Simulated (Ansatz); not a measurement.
Start from ZnS in the wurtzite structure (space group P6_3mc, No. 186; a = 3.8451 Å, c = 6.3057 Å). Axes: x lies along a and z along c of the hexagonal cell.

It is then changed as follows: compressive biaxial strain of 1.34 % in the plane normal to [001], as in epitaxy on a mismatched substrate; the out-of-plane cell vector and the atoms relax.

Level of theory: DFT with PBE, PAW potentials and a 420 eV plane-wave cutoff in Ansatz (a first-principles code), without spin-orbit coupling.

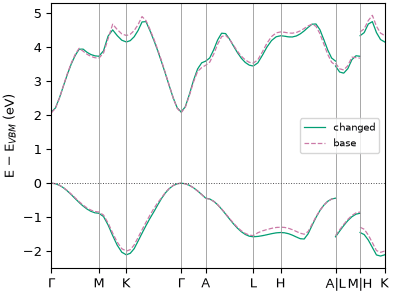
Fig. 1. Highest valence and lowest conduction band along the path, each from its own valence-band maximum

Problem. From the figure, how large is the changed gap, and is it direct?

Solution. About 2.1 eV, direct at Γ.

Whether these cells are dynamically stable was not tested.
